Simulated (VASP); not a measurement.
Band structure of MgTe (wurtzite). These are PBE GGA with D4 dispersion, VASP's PBE PAW potentials (set 64) (plane waves; VASP 6.6.1) values and carry that method's errors.

Unless said otherwise, spin-orbit coupling is left out, though it shifts the bands of the heavy elements here.

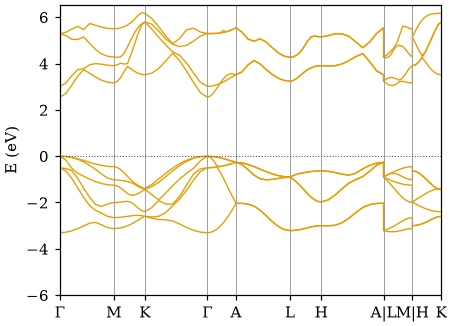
*Bands along high-symmetry lines, zero at the valence-band maximum or, without a gap, the Fermi level*

Question: Read the plot: is there a gap, and where are the band edges?

Answer: The gap is direct, 2.54 eV, from the valence maximum at Γ to the conduction minimum at Γ. (Edges off the drawn lines would not show.)

The compound is MgTe in the wurtzite structure. It was relaxed first.
